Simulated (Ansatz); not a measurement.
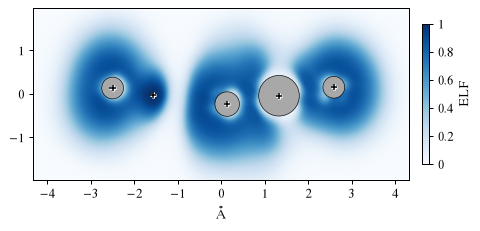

The electron localisation function on a plane through atoms (crosses mark nuclei in the plane; grey discs cover the cores).

Computed with RKS PBE0-D4/def2-TZVPP (Ansatz).

Candidates:
A. HIn···CH4
B. BFO···HF
C. C2H7Al

Which candidate gave the map?

Candidate B: BFO···HF on the molecular plane, which holds B, F, O and H. O3···H4 (1.73 Å): the ELF dips to about 0.15 between them: a closed-shell contact with the geometry of a hydrogen bond. B–O (1.21 Å): the ELF peaks at about 0.80 between the atoms; a polar covalent bond.
